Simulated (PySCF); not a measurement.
**SnN: from the state search to spectroscopic constants**

Aim: find the lowest electronic state of SnN, scan its bond at several levels of theory, and get bond length, wavenumber and dissociation energy from each curve.

Program: PySCF 2.14.0. Level of theory: Sn x2c-SVPall, N x2c-SVPall, spin-free X2C with a Gaussian nucleus. These are calculated values, not measurements.

## 1. Set-up

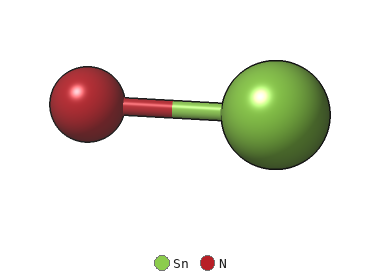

The two atoms at the starting distance (tin green, nitrogen red).

The job is set up so:

```
atoms                         : Sn, N
charge                        : 0
basis                         : Sn x2c-SVPall, N x2c-SVPall
Hamiltonian                   : spin-free X2C with a Gaussian nucleus
basis functions               : 50
electrons treated             : 57
masses in u                   : 119.9022, 14.0031
levels                        : PBE0, PBE, r²SCAN, TPSS, PBEsol, TPSSh, HSE06, HF, MP2, SCS-MP2, CCSD, CCSD(T)
grid                          : 80 radial by 434 angular points
occupations                   : held fixed by the projection of orbital angular momentum
dissociation limit            : Sn + N, each in its ground configuration
starting distance in angstrom : 2.005
values of 2S to try           : 1, 3, 5
```

Command:

```sh
$ OMP_NUM_THREADS=1 python dia.py task.json out
```

After this run come: PBE0 along the bond; Excited determinants; PBE (GGA); r²SCAN (meta-GGA); TPSS (meta-GGA); PBEsol (GGA); TPSSh (hybrid meta-GGA); HSE06 (range-separated hybrid); ROHF (mean field); Adding correlation.

What does the calculation give? Wanted: for each run, Re; ωe; De; μ.

The runs gave:

Lowest PBE0 solution found, without spin–orbit coupling: ²Π (doublet), unpaired electrons π ↑. State 2 has its PBE0 minimum 0.09 eV higher. State 3 has its PBE0 minimum 1.08 eV higher. State 4 has its PBE0 minimum 1.55 eV higher. The other levels ran on the lowest alone.

```
       level  Re (Å)  ωe (cm⁻¹)  De (eV)  μ (D)
        ROHF   1.916        834    -0.99  -3.98
    ROHF-MP2   1.991        663     1.91    n/a
ROHF-SCS-MP2   1.991        659     1.87    n/a
   ROHF-CCSD   1.984        675     1.55    n/a
ROHF-CCSD(T)   2.007        631     1.89    n/a
         PBE   1.988        686     3.15  -2.89
      PBEsol   1.975        700     3.30  -2.84
        TPSS   1.986        678     2.89  -2.95
      r²SCAN   1.979        656     2.43  -2.99
       TPSSh   1.979        657     2.61  -3.03
        PBE0   1.971        644     2.41  -3.08
       HSE06   1.973        646     2.45  -3.07
```

De is counted to Sn + N in their ground configurations. A positive dipole means Sn(−)N(+). ⟨S²⟩ is off the pure value of 0.75 by over a tenth at r²SCAN 0.88, TPSSh 0.86, PBE0 0.91, HSE06 0.90.

In words: The methods spread over 0.091 Å in bond length, from ROHF to ROHF-CCSD(T). Among the levels with a De in the table, it runs from -0.99 eV (ROHF) to 3.30 eV (PBEsol).

Correlated steps freeze 19 core orbitals. Spin–orbit coupling is left out, which matters for elements this heavy, above all for dissociation energies. A negative De means that the minimum lies above the separated atoms at that level. T1 is 0.036 near the minimum (highest on the curve 0.074), which may point to more than one leading configuration.
